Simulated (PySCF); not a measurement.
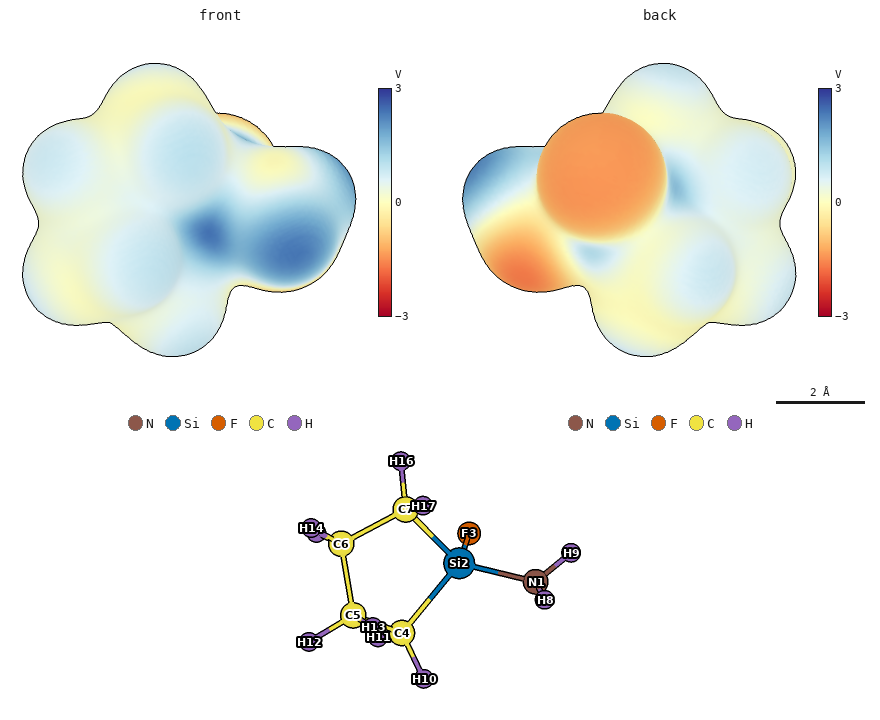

C₄H₁₀FNSi. The electrostatic potential painted on the density surface at 0.004 e/bohr³, seen from the front and from behind; the colour scale runs from red (negative) to blue (positive). The bare structure is drawn below in the same view.

Geometry: GFN2-xTB.

All numbers below come from PySCF 2.14.0, PBE0/pcSseg-1, SCF density, gas phase, non-relativistic.

```xyz
17

N     2.2692   -0.8515    0.9231
Si    1.0630   -0.4648   -0.2364
F     1.7435   -0.9558   -1.6259
C    -0.6263   -1.2642    0.0889
C    -1.5613   -0.0789    0.3522
C    -1.1547    1.0706   -0.5715
C     0.3565    1.2932   -0.4315
H     2.1371   -0.6185    1.8918
H     3.2349   -0.7532    0.6584
H    -0.6458   -1.9668    0.9184
H    -0.9643   -1.8056   -0.7942
H    -2.6075   -0.3501    0.1974
H    -1.4494    0.2442    1.3900
H    -1.7170    1.9771   -0.3387
H    -1.3814    0.7900   -1.6022
H     0.7437    1.8477   -1.2840
H     0.5529    1.8986    0.4544
```

Describe the electrostatic potential map.

The most negative region (about −1.6 V) lies over N1, the most positive (about +2.3 V) over Si2 and H8. N1 is the likeliest acceptor of a hydrogen bond.

How polar is the molecule by this calculation?

Its dipole moment is 2.34 D.
